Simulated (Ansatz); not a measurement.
# SiCl (doublet): one geometry, many settings at distance Si1–Cl2 = 1.856 Å

Aim: run SiCl (doublet) at one geometry under a spread of methods and options, and see what each costs and gives.

Method: the settings change from run to run; program: Ansatz 0.2.0, Gaussian basis.

33 further runs of the same task are left out: 2 for a known fault of the program, 28 that didn't finish, 3 set aside as unsound or not needed. Runs told in other sessions of the task aren't counted.

### 1 The system

The geometry derives from a PBE0/def2-TZVP stationary point (not a proven minimum). One bond is set to the value named and the two fragments are kept rigid.

2 atoms, charge 0, spin multiplicity 2.

Atoms are counted from 1 here; the program's logs count them from 0.

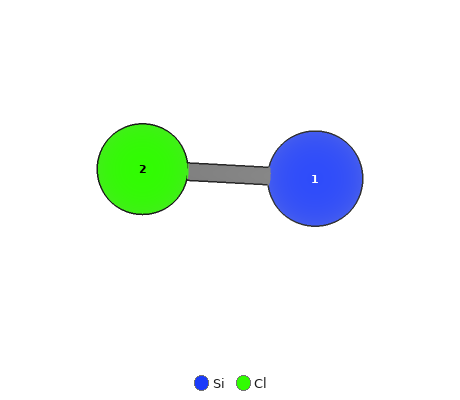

The structure; silicon blue, chlorine green; atoms are numbered from 1 in the order of the file.

### 2 CASSCF(5,4)/6-31G

in.yaml

```yaml
crystal:
  periodic: [false, false, false]
  atoms:
    - {symbol: Si, position_ang: [0.000000, 0.000000, 0.000000]}
    - {symbol: Cl, position_ang: [0.000000, 0.000000, 1.856000]}
basis:
  gaussian: {orbitals: 6-31G}
magnetization: {spin_polarized: false, initial_magnetization: 1}
correlation: {active_space: {window: {electrons: 5, orbitals: 4}}}
scf: {lower_state_search: off}
output: {forces: true}
```

The run is started by

```sh
ansatz run in.yaml --threads 1 --pin off --events-out ev --progress --plain --max-ram 2393MiB
```

Output:

```text
Functional definition: HF
  name "HF"
  cite "Fock, Z. Phys. 61, 126 (1930) doi:10.1007/BF01340294"
  parent pbe
  exchange = exact_x
  correlation = 0
these checks for a lower state are left out or cut short: stability, starts, cluster_reference, orbital_swaps, neighbouring_geometries, increment
280 factors; integrals over basis functions are off by at most 1.0e-4 eV
mean field evaluation 1: about -20361.7201 eV, gradient 7.4e0 eV
mean field evaluation 2: about -20361.7235 eV, gradient 7.4e0 eV
mean field evaluation 4: about -20362.0666 eV, gradient 7.8e-1 eV
mean field evaluation 8: about -20362.0708 eV, gradient 6.5e-6 eV
mean field -20362.07082509 eV, -748.2923009149 hartree, gradient 1.5e-6 eV, S^2 0.750000; 0 other end points of the search recorded, 0 dependent functions left out
reference -20362.07082509 eV, -748.2923009149 hartree; 16, 15 occupied and 10, 11 virtual orbitals, 280 factors
state -20362.43365024 eV, -748.3056344931 hartree
the calculation of the forces begins
Total energy: -20362.43365024 eV, -748.3056344931 hartree
Atom 0 at     0.000000     0.000000     0.000000 Å, force     0.000000     0.000000   -10.087611 eV/Å
Atom 1 at     0.000000     0.000000     1.856000 Å, force    -0.000000    -0.000000    10.087611 eV/Å
Dipole moment:     0.000000    -0.000000    -0.196509 e Å
Checks for a lower state left out: stability, starts, cluster_reference, orbital_swaps, neighbouring_geometries, increment
```

Run time: 0.18 s. Hardware: 1 thread of AMD EPYC 9R45, shared host.

From the report: 24 determinants; active occupations 2.00, 1.96, 1.00, 0.04.

### 3 NEVPT4(SD)(11,8)/6-31G

in.yaml

```yaml
crystal:
  periodic: [false, false, false]
  atoms:
    - {symbol: Si, position_ang: [0.000000, 0.000000, 0.000000]}
    - {symbol: Cl, position_ang: [0.000000, 0.000000, 1.856000]}
basis:
  gaussian: {orbitals: 6-31G}
magnetization: {spin_polarized: false, initial_magnetization: 1}
correlation: {method: fic_nevpt4_sd, electrons: valence, active_space: {window: {electrons: 11, orbitals: 8}, states: [{multiplicity: 2, weights: [1, 1]}]}}
```

The command is unchanged.

Output:

```text
Functional definition: HF
  name "HF"
  cite "Fock, Z. Phys. 61, 126 (1930) doi:10.1007/BF01340294"
  parent pbe
  exchange = exact_x
  correlation = 0
495 factors; integrals over basis functions are off by at most 5.7e-8 eV
mean field evaluation 1: about -20361.7199 eV, gradient 7.4e0 eV
mean field evaluation 2: about -20361.7236 eV, gradient 7.4e0 eV
mean field evaluation 4: about -20362.0668 eV, gradient 7.8e-1 eV
mean field evaluation 8: about -20362.0710 eV, gradient 6.4e-6 eV
mean field evaluation 16: about -20362.0710 eV, gradient 8.7e-6 eV
mean field -20362.07100263 eV, -748.2923074392 hartree, gradient 1.5e-6 eV, S^2 0.750000; 2 other end points of the search recorded, 0 dependent functions left out
reference -20362.07100263 eV, -748.2923074392 hartree; 16, 15 occupied and 10, 11 virtual orbitals, 495 factors
state -20362.90325199 eV, -748.3228920389 hartree
state -20362.90325199 eV, -748.3228920389 hartree
state -20362.90325199 eV, -748.3228920389 hartree; corrected -20364.30343371 eV, -748.3743477681 hartree
state -20362.90325199 eV, -748.3228920389 hartree; corrected -20364.30343371 eV, -748.3743477681 hartree
Total energy: -20364.30343371 eV, -748.3743477681 hartree
```

It took 1.4 s on 1 thread of AMD EPYC 9R45, shared host.

From the report: 392 determinants; active occupations (of the averaged states) 2.00, 1.99, 1.99, 1.99, 1.95, 0.53, 0.53, 0.02.

### 4 HF (ROHF)/6-31G

in.yaml

```yaml
crystal:
  periodic: [false, false, false]
  atoms:
    - {symbol: Si, position_ang: [0.000000, 0.000000, 0.000000]}
    - {symbol: Cl, position_ang: [0.000000, 0.000000, 1.856000]}
basis:
  gaussian: {orbitals: 6-31G}
magnetization: {spin_polarized: false, initial_magnetization: 1}
hamiltonian: {xc: hf}
output: {forces: true, orbitals: {seedname: orbitals}}
```

Same command.

Output:

```text
Functional definition: HF
  name "HF"
  cite "Fock, Z. Phys. 61, 126 (1930) doi:10.1007/BF01340294"
  parent pbe
  exchange = exact_x
  correlation = 0
280 factors; integrals over basis functions are off by at most 1.0e-4 eV
mean field evaluation 1: about -20361.7201 eV, gradient 7.4e0 eV
mean field evaluation 2: about -20361.7235 eV, gradient 7.4e0 eV
mean field evaluation 4: about -20362.0666 eV, gradient 7.8e-1 eV
mean field evaluation 8: about -20362.0708 eV, gradient 1.2e-5 eV
mean field -20362.07082509 eV, -748.2923009149 hartree, gradient 1.1e-5 eV, S^2 0.750000; 0 other end points of the search recorded, 0 dependent functions left out
the calculation of the forces begins
reference -20362.07082509 eV, -748.2923009149 hartree; 16, 15 occupied and 10, 11 virtual orbitals, 280 factors
Total energy: -20362.07082509 eV, -748.2923009149 hartree
Atom 0 at     0.000000     0.000000     0.000000 Å, force     0.000000    -0.000000   -10.074068 eV/Å
Atom 1 at     0.000000     0.000000     1.856000 Å, force     0.000000     0.000000    10.074068 eV/Å
Dipole moment:    -0.000000    -0.000000    -0.163107 e Å
```

Run time: 0.15 s. Hardware: 1 thread of AMD EPYC 9R45, shared host.

### 5 CCSD(T)/def2-mTZVP

in.yaml

```yaml
crystal:
  periodic: [false, false, false]
  atoms:
    - {symbol: Si, position_ang: [0.000000, 0.000000, 0.000000]}
    - {symbol: Cl, position_ang: [0.000000, 0.000000, 1.856000]}
basis:
  gaussian: {orbitals: def2-mTZVP}
magnetization: {spin_polarized: true, initial_magnetization: 1}
hamiltonian: {xc: {name: PBE0}}
correlation: {method: ccsd_t, electrons: outside_noble_gas}
```

Launched as before.

Output, cut to the lines that bear on the results:

```text
Functional definition: PBE0
  name "PBE0"
  cite "Adamo & Barone, J. Chem. Phys. 110, 6158 (1999) doi:10.1063/1.478522"
  cite "Perdew, Burke & Ernzerhof, Phys. Rev. Lett. 77, 3865 (1996) doi:10.1103/PhysRevLett.77.3865"
  parent pbe
[...]
370 factors; integrals over basis functions are off by at most 8.3e-4 eV
[...]
mean field -20391.59985812 eV, -749.3774728631 hartree, gradient 2.7e-6 eV, S^2 0.753476; 0 other end points of the search recorded, 0 dependent functions left out
10 core orbitals not correlated: weight in the atoms' cores, before any rotation towards them, 1.000 or more for the frozen orbitals, at most 0.000 for the correlated occupied ones
reference -20364.85337395 eV, -748.3945576993 hartree; 6, 5 occupied and 28, 29 virtual orbitals, 370 factors
second order -5.50175602 eV of doubles, -0.12064016 eV of singles
cycle   1  -5.92552598 eV  change   -3.1e-1 eV  update   5.9e-2
[...]
cycle   9  -6.10953778 eV  change    1.1e-6 eV  update   8.2e-6
perturbative correction -0.16202453 eV, -0.0059542916 hartree
Total energy: -20371.12493626 eV, -748.6250333630 hartree
```

Wall time 0.87 s (1 thread of AMD EPYC 9R45, shared host).

From the report: ⟨S²⟩ of the determinant 0.753 (pure doublet: 0.75); correlation -6.2716 eV; T1 0.009; largest double amplitude 0.09. The orbitals are Kohn-Sham ones, so correlation energy and T1 don't compare with those on Hartree-Fock orbitals.

### 6 CCSDT(Q) on UHF/def2-SVP

in.yaml

```yaml
crystal:
  periodic: [false, false, false]
  atoms:
    - {symbol: Si, position_ang: [0.000000, 0.000000, 0.000000]}
    - {symbol: Cl, position_ang: [0.000000, 0.000000, 1.856000]}
basis:
  gaussian: {orbitals: def2-SVP}
magnetization: {spin_polarized: true, initial_magnetization: 1}
correlation: {method: ccsdt_q, electrons: outside_noble_gas}
```

Launched as before.

Output, cut to the lines that bear on the results:

```text
Functional definition: HF
  name "HF"
  cite "Fock, Z. Phys. 61, 126 (1930) doi:10.1007/BF01340294"
  parent pbe
[...]
517 factors; integrals over basis functions are off by at most 1.7e-7 eV
[...]
mean field -20358.32263588 eV, -748.1545575020 hartree, gradient 3.0e-6 eV, S^2 0.767109; 4 other end points of the search recorded, 0 dependent functions left out
10 core orbitals not correlated: weight in the atoms' cores, before any rotation towards them, 1.000 or more for the frozen orbitals, at most 0.000 for the correlated occupied ones
reference -20358.32263588 eV, -748.1545575020 hartree; 6, 5 occupied and 20, 21 virtual orbitals, 517 factors
second order -5.23264024 eV of doubles, -0.00000000 eV of singles
cycle   1  -5.71707095 eV  change   -4.8e-1 eV  update   7.3e-2
[...]
cycle  15  -6.10941029 eV  change   -1.6e-7 eV  update   5.0e-7
perturbative correction -0.01089880 eV, -0.0004005236 hartree
Total energy: -20364.44294498 eV, -748.3794747129 hartree
```

It took 3.8 s on 1 thread of AMD EPYC 9R45, shared host.

From the report: ⟨S²⟩ of the determinant 0.767 (pure doublet: 0.75); correlation -6.1203 eV; T1 0.016; largest double amplitude 0.10.

### 7 All runs side by side

Where basis and cores are those of an earlier FCI/6-31G run (-20364.3582 eV), and the records show the same count of frozen orbitals and kind of state, the miss against it is given; a blank cell means that this couldn't be shown.

```tsv
level	correlated	functions	energy (eV)	from FCI (meV)	time
CASSCF(5,4)/6-31G		26	-20362.4337	1924.6	0.18 s
NEVPT4(SD)(11,8)/6-31G (mean of several states)	valence	26	-20364.3034		1.4 s
HF (ROHF)/6-31G		26	-20362.0708	2287.4	0.15 s
CCSD(T)/def2-mTZVP (on PBE0 orbitals)	outside noble gas	44	-20371.1249		0.87 s
CCSDT(Q) on UHF/def2-SVP	outside noble gas	36	-20364.4429		3.8 s
```

### 8 Outcome

```
quantity                            value
    runs                                5
quickest          HF (ROHF)/6-31G, 0.15 s
 slowest  CCSDT(Q) on UHF/def2-SVP, 3.8 s
```

**Reading.** Total energies in different bases, with other cores or another treatment of relativity can't be set against each other. CCSDT(Q) on UHF/def2-SVP took 25 times as long as HF (ROHF)/6-31G; the jobs differ in more than the method. Hartree-Fock, CASSCF and CASCI lack dynamic correlation by design.
